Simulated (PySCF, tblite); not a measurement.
Molecule: C₂H₁₀BNSi, SMILES CB[SiH2]NC.

```xyz
15

C     -2.3422    -0.7104     0.1879
B     -1.7899     0.5740    -0.5237
Si     0.1104     0.9780    -0.7412
N      1.0689    -0.3307    -0.1419
C      2.5070    -0.3433    -0.2314
H     -2.5468    -0.4387     1.2270
H     -3.2906    -1.0625    -0.2155
H     -1.6511    -1.5503     0.2159
H     -2.5795     1.3505    -0.9166
H      0.5130     2.2791    -0.1357
H      0.5780     1.1056    -2.1378
H      0.7528    -0.8042     0.6914
H      2.8847    -1.3650    -0.1521
H      2.7947     0.0613    -1.1990
H      2.9864     0.2647     0.5453
```

Vertical TDDFT excitations, PBE0/def2-SVPD with PySCF 2.14.0, at a GFN2-xTB geometry (a minimum by its frequencies), gas phase.

### Predict the low-lying singlet excitations and the spectrum.

The lowest singlet lies at 3.51 eV (354 nm, f = 0.005); the brightest of the first 8 is S5 at 6.39 eV (194 nm), f = 0.081, mainly HOMO−2 → LUMO (68 %). No singlet lies below 3.1 eV (beyond 400 nm), so at this level no vertical transition falls in the visible.


```
state  E (eV)  λ (nm)      f        main character
   S1    3.51     354  0.005    HOMO → LUMO (99 %)
   S2    4.47     277  0.003  HOMO−1 → LUMO (98 %)
   S3    5.57     223  0.001  HOMO → LUMO+1 (92 %)
   S4    5.64     220  0.001  HOMO−3 → LUMO (69 %)
   S5    6.39     194  0.081  HOMO−2 → LUMO (68 %)
   S6    6.46     192  0.017  HOMO → LUMO+2 (82 %)
   S7    6.74     184  0.036  HOMO → LUMO+3 (97 %)
   S8    6.85     181  0.007  HOMO → LUMO+4 (82 %)
```

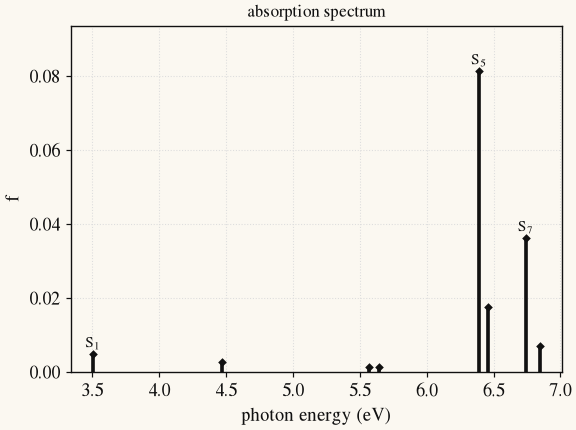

The lowest 8 singlet states are shown.

Note: states above the negative HOMO energy depend on the basis; the tight-binding geometry is rougher than a DFT one and adds to the error; one conformer of a flexible molecule; core orbitals are frozen in the response.
